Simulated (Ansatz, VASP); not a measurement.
**HgTe: VASP beside Ansatz**

Aim: how closely do two programs agree when they are given the same cell, functional and k mesh?

Main program and level: Ansatz 0.2.0; plane waves, with VASP 6.6.1 beside it; zone-centre phonons at PBE.

## (1) The structure

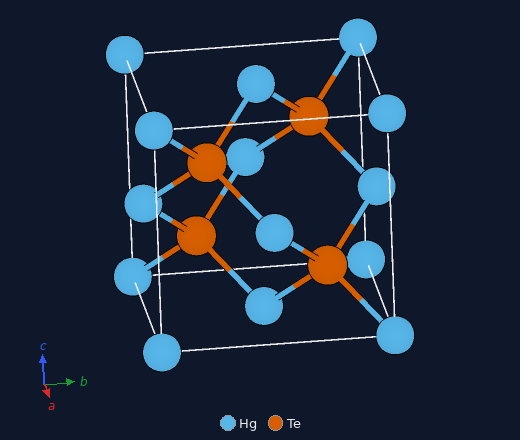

Start, viewed slightly off an axis; mercury blue, tellurium orange. This picture shows the conventional cell, with its axes. Bonds to atoms that aren't drawn are left out. Some periodic images of atoms are drawn too.

## (2) VASP: zone-centre phonons, PBE

Second derivatives magnify differences that forces hide, and they need a tight electronic threshold.

Lines of VASP's logs that name or quote its potential files are left out, and so is its time.

Input file INCAR:

```
SYSTEM = HgTe
PREC = Accurate
ENCUT = 450
EDIFF = 1E-08
NELM = 100
ISMEAR = 0
SIGMA = 0.05
LREAL = .FALSE.
ALGO = Normal
GGA = PE
NBANDS = 15
LORBIT = 11
LWAVE = .FALSE.
LCHARG = .FALSE.
KPAR = 4
IBRION = 8
ISIF = 2
```

Input file POSCAR:

```
HgTe
1.0
    0.0000000000      3.3277672772      3.3277672772
    3.3277672772      0.0000000000      3.3277672772
    3.3277672772      3.3277672772      0.0000000000
Hg Te
1 1
Direct
    0.0000000000      0.0000000000      0.0000000000
    0.7500000000      0.7500000000      0.7500000000
```

Input file KPOINTS:

```
Automatic mesh
0
Gamma
10 10 10
0 0 0
```

The projector-augmented-wave data sets are Hg and Te (PBE family, release 64).

Launch:

```sh
$ mpirun -np 4 vasp_std
```

Numbers of over 12 decimals in the logs are rounded to 6 here.

Output:

```text
[banner, memory and clock lines left out]
running    4 mpi-ranks, on    1 nodes
 distrk:  each k-point on    1 cores,    4 groups
 distr:  one band on    1 cores,    1 groups

 POSCAR found type information on POSCAR HgTe
 POSCAR found :  2 types and       2 ions
 LDA part: xc-table for (Slater+PW92), standard interpolation
 POSCAR, INCAR and KPOINTS ok, starting setup
 FFT: planning ... GRIDC
 FFT: planning ... GRID_SOFT
 FFT: planning ... GRID
 WAVECAR not read
 entering main loop
       N       E                     dE             d eps       ncg     rms          rms(c)
DAV:   1     0.922542991608E+02    0.92254E+02   -0.73103E+03  1426   0.909E+02
DAV:   2    -0.470714816780E+00   -0.92725E+02   -0.87635E+02  1606   0.220E+02
DAV:   3    -0.381919624583E+01   -0.33485E+01   -0.33394E+01  1732   0.437E+01
DAV:   4    -0.385212191613E+01   -0.32926E-01   -0.32924E-01  2079   0.387E+00
DAV:   5    -0.385220248131E+01   -0.80565E-04   -0.80565E-04  1830   0.183E-01    0.632E+00
DAV:   6    -0.365687451187E+01    0.19533E+00   -0.40802E-01  1501   0.838E+00    0.518E+00
DAV:   7    -0.365130367251E+01    0.55708E-02   -0.90065E-02  1536   0.206E+00    0.204E+00
DAV:   8    -0.365084359853E+01    0.46007E-03   -0.84357E-03  1606   0.107E+00    0.496E-01
DAV:   9    -0.365087199844E+01   -0.28400E-04   -0.74280E-04  1781   0.306E-01    0.938E-02
DAV:  10    -0.365090185526E+01   -0.29857E-04   -0.87410E-05  1614   0.847E-02    0.461E-02
DAV:  11    -0.365091601034E+01   -0.14155E-04   -0.25863E-05  1599   0.351E-02    0.201E-02
DAV:  12    -0.365091534085E+01    0.66949E-06   -0.32045E-06  1676   0.119E-02    0.132E-02
DAV:  13    -0.365091532502E+01    0.15827E-07   -0.24635E-07  1725   0.326E-03    0.663E-03
DAV:  14    -0.365091524480E+01    0.80221E-07   -0.24990E-07  1466   0.448E-03    0.265E-03
DAV:  15    -0.365091526121E+01   -0.16409E-07   -0.20733E-08  1858   0.113E-03    0.182E-03
DAV:  16    -0.365091530645E+01   -0.45234E-07   -0.18293E-09  1125   0.278E-04    0.303E-04
DAV:  17    -0.365091529506E+01    0.11387E-07   -0.62711E-10   796   0.156E-04    0.931E-05
DAV:  18    -0.365091529840E+01   -0.33374E-08   -0.13303E-10   747   0.727E-05
   1 F= -.36509153E+01 E0= -.36508752E+01  d E =-.802294E-04
 Linear response reoptimize wavefunctions to high precision
DAV:   1    -0.365091529875E+01   -0.35629E-09   -0.27432E-11   936   0.329E-05
DAV:   2    -0.365091529880E+01   -0.44338E-10   -0.80439E-12   768   0.133E-05
 Linear response DOF=           2
 Linear response progress:
  Degree of freedom:   1/  2
       N       E                     dE             d eps       ncg     rms          rms(c)
RMM:   1    -0.381444595970E+00   -0.38144E+00   -0.15521E-01  8416   0.273E+00
RMM:   2    -0.380279529597E+00    0.11651E-02   -0.15618E-03  7837   0.278E-01    0.105E-01
RMM:   3    -0.379797187604E+00    0.48234E-03   -0.54292E-05  8593   0.449E-02    0.633E-02
RMM:   4    -0.379282937491E+00    0.51425E-03   -0.41828E-05  8250   0.361E-02    0.113E-02
RMM:   5    -0.379258575137E+00    0.24362E-04   -0.17753E-06  8765   0.856E-03    0.162E-03
RMM:   6    -0.379268317511E+00   -0.97424E-05   -0.38145E-08  8990   0.125E-03    0.640E-04
RMM:   7    -0.379268147587E+00    0.16992E-06   -0.49241E-08  8438   0.100E-03    0.171E-04
RMM:   8    -0.379267739874E+00    0.40771E-06   -0.48281E-09  9027   0.219E-04    0.570E-05
RMM:   9    -0.379268316065E+00   -0.57619E-06   -0.36791E-09  8263   0.160E-04    0.105E-05
RMM:  10    -0.379268322541E+00   -0.64753E-08   -0.10354E-09  9247   0.211E-05    0.554E-06
 first order change of Fermi-energy  -0.95279E-04
 force on displaced ion       1 direction 1 :  -2.700  -0.000  -0.000
 Linear response progress:
  Degree of freedom:   2/  2
       N       E                     dE             d eps       ncg     rms          rms(c)
RMM:   1    -0.475844676162E-01   -0.47584E-01    0.63100E-02 12535   0.982E-01
RMM:   2    -0.481750425224E-01   -0.59057E-03   -0.16434E-03  7976   0.255E-01    0.109E-01
RMM:   3    -0.482338463813E-01   -0.58804E-04   -0.10458E-04  8275   0.601E-02    0.677E-02
RMM:   4    -0.483670204292E-01   -0.13317E-03   -0.30778E-05  8280   0.352E-02    0.865E-03
RMM:   5    -0.483850350953E-01   -0.18015E-04   -0.13148E-06  8493   0.658E-03    0.445E-03
RMM:   6    -0.483924649445E-01   -0.74298E-05   -0.10368E-07  8293   0.266E-03    0.123E-03
RMM:   7    -0.483916465466E-01    0.81840E-06    0.33153E-08  8436   0.765E-04    0.474E-04
RMM:   8    -0.483926412417E-01   -0.99470E-06   -0.46750E-09  8413   0.388E-04    0.743E-05
RMM:   9    -0.483928711990E-01   -0.22996E-06   -0.71252E-09  7577   0.147E-04    0.330E-05
RMM:  10    -0.483929390670E-01   -0.67868E-07   -0.75446E-10  8686   0.487E-05    0.104E-05
RMM:  11    -0.483929550420E-01   -0.15975E-07   -0.29522E-09  8811   0.161E-05    0.196E-06
RMM:  12    -0.483929536663E-01    0.13756E-08    0.30143E-09  8032   0.489E-06    0.115E-06
 first order change of Fermi-energy   0.32660E-03
 force on displaced ion       2 direction 1 :  -2.700   0.000   0.000
 Linear response finished
```

Parts of OUTCAR (step 2):

```text
ion  position               nearest neighbor table
   1  0.000  0.000  0.000-   2 2.88   2 2.88   2 2.88   2 2.88
   2  0.750  0.750  0.750-   1 2.88   1 2.88   1 2.88   1 2.88

  LATTYP: Found a face centered cubic cell.
 ALAT       =     6.6555345544

 Subroutine GETGRP returns: Found 24 space group operations
 (whereof 24 operations were pure point group operations)

The static configuration has the point symmetry T_d .

 Found     47 irreducible k-points:

   k-points           NKPTS =     47   k-points in BZ     NKDIM =     47   number of bands    NBANDS=     15

   dimension x,y,z NGX =    36 NGY =   36 NGZ =   36
   dimension x,y,z NGXF=    72 NGYF=   72 NGZF=   72

   ENCUT  =  450.0 eV  33.07 Ry    5.75 a.u.   8.14  8.14  8.14*2*pi/ulx,y,z

   NELECT =      18.0000    total number of electrons

 k-points in reciprocal lattice and weights: Automatic mesh
   0.00000000  0.00000000  0.00000000       0.001
   0.10000000  0.00000000  0.00000000       0.008
   0.20000000  0.00000000  0.00000000       0.008
   0.30000000  0.00000000  0.00000000       0.008
   0.40000000  0.00000000  0.00000000       0.008
   0.50000000  0.00000000  0.00000000       0.004
   0.10000000  0.10000000  0.00000000       0.006
   0.20000000  0.10000000  0.00000000       0.024
   0.30000000  0.10000000  0.00000000       0.024
[...]
-0.30000000  0.40000000  0.20000000       0.024
  -0.30000000  0.50000000  0.20000000       0.012

 average (electrostatic) potential at core
       1 -40.9210       2 -91.9951

  Total        0.0028501      0.0028501      0.0028501     -0.0000000      0.0000000     -0.0000000
  in kB        0.0619556      0.0619556      0.0619556     -0.0000000      0.0000000     -0.0000000
  external PRESSURE =       0.0619556 kB  Pullay stress =       0.0000000 kB

  energy-cutoff  :      450.00
  volume of cell :       73.70
      direct lattice vectors                 reciprocal lattice vectors
     0.000000000  3.327767277  3.327767277    -0.150250891  0.150250891  0.150250891
     3.327767277  0.000000000  3.327767277     0.150250891 -0.150250891  0.150250891
     3.327767277  3.327767277  0.000000000     0.150250891  0.150250891 -0.150250891

 POSITION                                       TOTAL-FORCE (eV/Angst)
 -----------------------------------------------------------------------------------
      0.00000      0.00000      0.00000         0.000000      0.000000      0.000000
      4.99165      4.99165      4.99165        -0.000000     -0.000000     -0.000000
 -----------------------------------------------------------------------------------
    total drift:                                0.000000      0.000000      0.000000

 Eigenvectors and eigenvalues of the dynamical matrix
 ----------------------------------------------------

   1 f  =    2.908794 THz    18.276494 2PiTHz   97.026935 cm-1    12.029801 meV
             X         Y         Z           dx          dy          dz
      0.000000  0.000000  0.000000    -0.623585    0.000000    0.000000
      4.991651  4.991651  4.991651     0.781756   -0.000000    0.000000

   2 f  =    2.908794 THz    18.276494 2PiTHz   97.026935 cm-1    12.029801 meV
             X         Y         Z           dx          dy          dz
      0.000000  0.000000  0.000000     0.000000    0.623585   -0.000000
      4.991651  4.991651  4.991651    -0.000000   -0.781756    0.000000

   3 f  =    2.908794 THz    18.276494 2PiTHz   97.026935 cm-1    12.029801 meV
             X         Y         Z           dx          dy          dz
      0.000000  0.000000  0.000000     0.000000    0.000000   -0.623585
      4.991651  4.991651  4.991651     0.000000    0.000000    0.781756

   4 f/i=    0.000176 THz     0.001105 2PiTHz    0.005867 cm-1     0.000727 meV
             X         Y         Z           dx          dy          dz
      0.000000  0.000000  0.000000    -0.029311   -0.570029    0.534181
      4.991651  4.991651  4.991651    -0.023380   -0.454697    0.426102

   5 f/i=    0.000176 THz     0.001105 2PiTHz    0.005867 cm-1     0.000727 meV
             X         Y         Z           dx          dy          dz
      0.000000  0.000000  0.000000     0.730914    0.168689    0.220114
      4.991651  4.991651  4.991651     0.583030    0.134558    0.175579

   6 f/i=    0.000176 THz     0.001105 2PiTHz    0.005867 cm-1     0.000727 meV
             X         Y         Z           dx          dy          dz
      0.000000  0.000000  0.000000     0.275766   -0.507694   -0.526633
      4.991651  4.991651  4.991651     0.219971   -0.404973   -0.420080

 ELASTIC MODULI CONTR FROM IONIC RELAXATION (kBar)
 Direction    XX          YY          ZZ          XY          YZ          ZX
 --------------------------------------------------------------------------------
 XX          -0.0000      0.0000      0.0000      0.0000     -0.0000     -0.0000
 YY           0.0000     -0.0000     -0.0000      0.0000      0.0000     -0.0000
 ZZ           0.0000     -0.0000     -0.0000     -0.0000      0.0000     -0.0000
 XY           0.0000      0.0000     -0.0000    -90.6167      0.0000      0.0000
 YZ          -0.0000      0.0000      0.0000      0.0000    -90.6167      0.0000
 ZX          -0.0000     -0.0000     -0.0000      0.0000      0.0000    -90.6167
 --------------------------------------------------------------------------------
```

## (3) Ansatz: zone-centre phonons, PBE

Ansatz runs on its default PAW (the set named soft_2) files.

The same cell, functional, mesh and smearing now go to Ansatz, which takes its cutoff from its data sets.

Input file input.yaml:

```yaml
crystal:
  lattice:
    - [0.0, 3.3277672772, 3.3277672772]
    - [3.3277672772, 0.0, 3.3277672772]
    - [3.3277672772, 3.3277672772, 0.0]
  atoms:
    - { symbol: Hg, position: [0.0, 0.0, 0.0] }
    - { symbol: Te, position: [0.75, 0.75, 0.75] }
hamiltonian:
  xc: pbe
  pseudopotentials: { kind: paw }
kpoints:
  mp_grid: { grid: [10, 10, 10] }
scf:
  occupations: { method: gaussian, width: 0.05 }
phonons:
  method: dfpt
  qpoints: [[0, 0, 0]]
```

Launch:

```sh
$ ansatz run input.yaml --threads 4 --pin off --max-ram 9216MiB --backend cpu --events-out ev --progress --plain --runs-dir out
```

Output:

```text
zone centre: on kpoints.mp_grid the ground state, and the responses unless they are solved on pairs of k-points, stand on 102 of the mesh's 1000 k-points, reduced under 8 symmetry operations, with k and −k counted as one. Each operation leaves every solved displacement unchanged or reverses it
Engine: ansatz 0.2.0, aarch64-unknown-linux-gnu
Pseudopotentials: kind: paw
Pseudopotential: Hg, paw, valence charge 20, recommended cutoff 420 eV (normal), Hg.paw.azcp
Pseudopotential: Te, paw, valence charge 16, recommended cutoff 420 eV (normal), Te.paw.azcp
Functional definition: PBE
  parameter kappa = 0.804
  parameter beta = 0.066725
  exchange = pbe_x(kappa = kappa, mu = beta*pi^2/3)
  correlation = pbe_c(beta = beta)
Crystal: 2 atoms, lattice volume = 73.704 Å³
Basis set: ecut = 420 eV, 1459 PW (Γ), exchange–correlation on 64×64×64 points (8 copies of the dense FFT grid, shifted against one another)
Bands: 22, of which v1, the nominal top of the filled ones, is band 18 counted from 1 (17 counted from 0)
Symmetry: 24 space group operations
k-points: 102 of 1000 (irreducible under 8 space group operations, time reversal used)
Non-local potential: Hg, projectors of the file, l = 0: 3, l = 1: 2, l = 2: 2, l = 3: 1
Non-local potential: Te, projectors of the file, l = 0: 2, l = 1: 2, l = 2: 2, l = 3: 2
PAW form: soft (Blöchl's): semilocal exchange-correlation on the pseudo side does not see the compensation charge
PAW one-centre angular grid: Hg, 590 points (default); XC on 64 Gauss nodes
PAW one-centre angular grid: Te, 590 points (default); XC on 64 Gauss nodes
Initial density: superposition of atomic densities (neutral atoms: chi_scale 0, normalization atom), corrected by the library's trained network
Initial wavefunctions: pseudopotential atomic-orbital guess
Functional: x = pbe(κ = 0.804, μ = 0.219515), c = pbe(β = 0.066725)
SCF iter   1: F=—  HF=-20793.749061 eV  |F-HF|=—  |Δ(HF+E_count)|=         —  Δρ=1.20e-3  dr2=2.47e-3  ethr=1.77e-3  ⟨swp⟩=6.1  Hψ=10653  notcnv=0
preconditioner: auto → none  [insulator: Δε(μ)=0.436 eV  Ē_g=10.216 eV  σ=0.050 eV  W_gap=0.67  n_scr=14 (ndim 8)  ℏωp=18.4 eV  f_vac=0.207  D(μ)=0.06/eV (n_scr^D=0)  ε∞_Penn≈4.2]
SCF iter   2: F=—  HF=-20793.749003 eV  |F-HF|=—  |Δ(HF+E_count)|=   5.78e-5  Δρ=5.44e-4  dr2=2.62e-4  ethr=6.87e-6  ⟨swp⟩=2.4  Hψ=4445  notcnv=0
SCF iter   3: F=—  HF=-20793.749110 eV  |F-HF|=—  |Δ(HF+E_count)|=   1.07e-4  Δρ=2.06e-4  dr2=2.95e-5  ethr=7.27e-7  ⟨swp⟩=2.0  Hψ=3061  notcnv=0
SCF iter   4: F=—  HF=-20793.749204 eV  |F-HF|=—  |Δ(HF+E_count)|=   9.38e-5  Δρ=7.75e-5  dr2=4.65e-6  ethr=8.19e-8  ⟨swp⟩=2.0  Hψ=3155  notcnv=0
SCF iter   5: F=—  HF=-20793.749228 eV  |F-HF|=—  |Δ(HF+E_count)|=   2.38e-5  Δρ=1.54e-5  dr2=1.54e-7  ethr=1.29e-8  ⟨swp⟩=2.0  Hψ=3166  notcnv=0
SCF iter   6: F=—  HF=-20793.749230 eV  |F-HF|=—  |Δ(HF+E_count)|=   2.26e-6  Δρ=2.16e-6  dr2=4.39e-9  ethr=4.27e-10  ⟨swp⟩=2.5  Hψ=3209  notcnv=0
SCF iter   7: F=—  HF=-20793.749230 eV  |F-HF|=—  |Δ(HF+E_count)|=   3.18e-8  Δρ=4.32e-7  dr2=1.36e-10  ethr=1.22e-11  ⟨swp⟩=2.9  Hψ=4233  notcnv=0
SCF iter   8: F=-20793.749230 eV  HF=-20793.749230 eV  |F-HF|=3.64e-12  |Δ(HF+E_count)|=  4.91e-10  Δρ=7.14e-8  dr2=2.42e-12  ethr=1.00e-12  ⟨swp⟩=7.0  Hψ=10474  notcnv=0
SCF 1 converged in 8 iterations: F = -20793.749230 eV  dr2 = 2.42e-12
  greatest PAW one-centre occupation: 1.000 electrons in one spin orbital (limit 2), on the Hg atom at site 0 (counted from 0), in its partial waves of l = 0
DFPT response loops at Γ: preconditioner auto → none (partly filled bands, converged f_vac=0.205); β = 0.50; Broyden in place of MSR1
SCF converged after 8 iterations
Free energy (F): -20793.749230 eV
Harris-Foulkes:  -20793.749230 eV  (|F-HF|=3.64e-12)
Internal energy: -20793.749150 eV  (E = F + TS)
E sigma→0 (E₀):  -20793.749190 eV
Entropy (-TS):   -0.000080 eV (-0.040 meV/atom)
Fermi energy:    7.400146 eV
--- Per-component energies (eV) ---
  E_band       = -807.909106
  E_kinetic    = 782.717764
  E_local      = -4992.037126  (includes V_loc(G=0)·N_el)
  E_nonlocal   = -237.671218
  E_hartree    = 2412.677237
  E_xc         = -343.838188
  E_vxc        = -365.231504  (∫ρ·V_xc dr)
  E_paw        = -14606.750663  (= ΣΔE_a)
  E_vpaw       = -821.042282  (= ΣTr[D̂ρ^β])
  E_aug_tail   = 0.000728  (compensation charges beyond the density's cutoff)
  E_ewald      = -3808.847685
  E_smearing   = -0.000080  (= −TS)
  E_closure    = -0.000000  (closes the sum)
  Σ components = -20793.749230   (vs F -20793.749230, Δ=0.00e0)
--- Band table (eV; the first three rows and the last of 102) ---
  k-point 0: bands = [... 14 lower, 0.9365, 6.4653, 7.3844, 7.3844, 7.3844, 11.7750, 11.7750, 11.7750]
  k-point 1: bands = [... 14 lower, 0.9355, 5.7962, 7.2901, 7.2901, 7.8270, 11.6546, 11.9100, 11.9100]
  k-point 2: bands = [... 14 lower, 0.9348, 4.7481, 7.0636, 7.0636, 8.1698, 11.8840, 12.2048, 12.2048]
  k-point 101: bands = [... 14 lower, 1.4089, 2.3818, 5.1859, 5.2239, 10.1653, 11.5903, 13.2068, 13.8218]
--- Phonons (Γ-DFPT): 2 representative perturbations + reference, on 102 of 1000 k-points (Σ response iterations 6) ---
  k mesh reduced under 8 symmetry operations, with k and −k counted as one. Each operation leaves every solved displacement unchanged or reverses it
  ASR residual: 3.946e-5 → 0.000e0 eV/Å²; symmetrization residual: 8.342e-5 eV/Å²
  ASR residual per site (eV/Å²): 3.95e-5 3.30e-5
  Γ frequencies (cm⁻¹): 0.00 0.00 0.00 95.81 95.81 95.81
  non-analytic LO–TO correction: not included (Born effective charges unavailable; polar crystals: no LO–TO splitting at Γ)
--- Phonons (arbitrary-q DFPT): 1 explicit q-point ---
  q = [0, 0, 0] (of the zone-centre solve; hermiticity 6.34e-5, symmetrization 9.29e-13): 0.00 0.00 0.00 95.81 95.81 95.81
  sum rule: each row above includes the acoustic sum rule's correction from the zone centre's row sums; it moved no ω² by more than (0.27 cm⁻¹)²
```

Wall time 12 s (4 threads of Arm Neoverse V2, shared host); peak memory 0.71 GiB.

## (4) Comparison

Known differences besides the PAW data sets themselves: the data sets hold 36 valence electrons in Ansatz (default PAW (the set named soft_2) files) and 18 in VASP; the cutoff is 420 eV in Ansatz and 450 eV in VASP; VASP leaves aspherical gradient terms in its spheres out (LASPH is not set), Ansatz keeps them. Total energies have different zeros and are not compared.

The two programs side by side:

```csv
quantity,Ansatz,VASP,difference
mode 4 to 6 (cm⁻¹),95.8,97.0,-1.25 %
```

## (5) Outcome

```yaml
difference_in_mode_4_to_6_zone_centre_phonons_pbe: -1.3 %
```

**Reading.** The difference in mode 4 to 6 is -1.3 % (zone-centre phonons, PBE), within the 3 % picked in this series as the mark of a large difference. How closely two codes agree says nothing of how well the functional describes the real material.

[Lines on the potential files, build, host, timing and source positions are cut from VASP's logs without a mark.]

[Logs are printed without paths, hosts, clocks, repeated set-up lines and the standing remarks that a program may print on its own settings, such as how far it seeks lower states.]

[Hosts, paths, dates, database ids (printed as entryN), source tags and the programs' standing remarks are cut or masked in the printed files.]
